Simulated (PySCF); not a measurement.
Consider C4H10Ge.

```xyz
15

C    -0.6936   -0.4920   -1.1610
C     0.0033   -0.1456    0.1352
Ge    1.9295    0.1163   -0.0017
C    -0.7384    0.7036    1.1359
C    -0.5235   -0.7531    1.4106
H    -0.2967   -1.4228   -1.5981
H    -0.5759    0.3077   -1.9102
H    -1.7751   -0.6373   -1.0004
H     2.4922    0.4343    1.3986
H     2.2508    1.2878   -0.9534
H     2.6116   -1.1565   -0.5457
H    -0.1857    1.4336    1.7355
H    -1.7468    1.0298    0.8617
H     0.1779   -1.0380    2.2009
H    -1.3846   -1.4233    1.3223
```

Geometry: PBE0-D3(BJ)/def2-SVP.

Level of theory: B3LYP/def2-SVPD, SCF density, gas phase (PySCF).

### What can the converged electron density and electron localisation function tell about the bonding?

C–C (1.51 Å): ρ at the midpoint is about 1.7 e/Å³; the ELF peaks at about 0.95 between the atoms, as expected for localised, covalent bonding.
C–Ge (1.95 Å): ρ is about 0.9 e/Å³ halfway; the ELF peaks at about 0.95 in the valence shell of C, 0.7 Å from its nucleus, and is about 0.70 at the midpoint.
C–H (1.10 Å): ρ at the midpoint is about 1.9 e/Å³; the ELF climbs to about 1 towards the hydrogen, as it does in any bond to H (an ordinary covalent bond to hydrogen).
Ge–H (1.54 Å): ρ is about 1 e/Å³ halfway; the ELF climbs to about 1 towards the hydrogen.

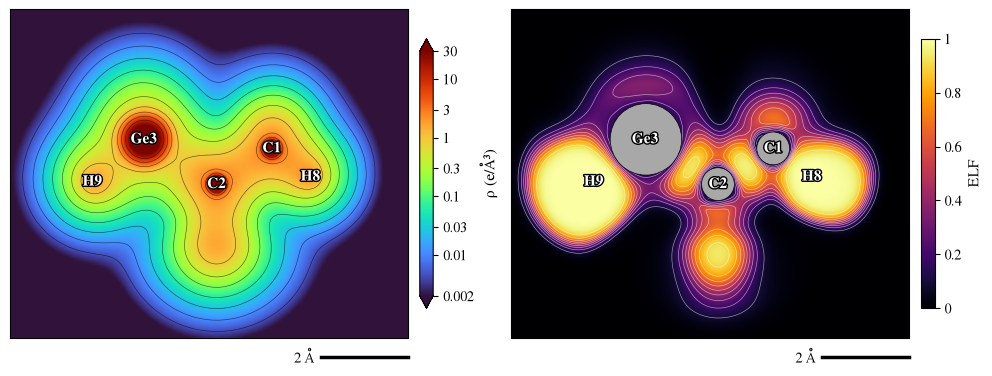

Computed electron density and electron localisation function on the plane of atoms C1, C2 and Ge3, in this order. Grey discs cover the atomic cores in the ELF map. 
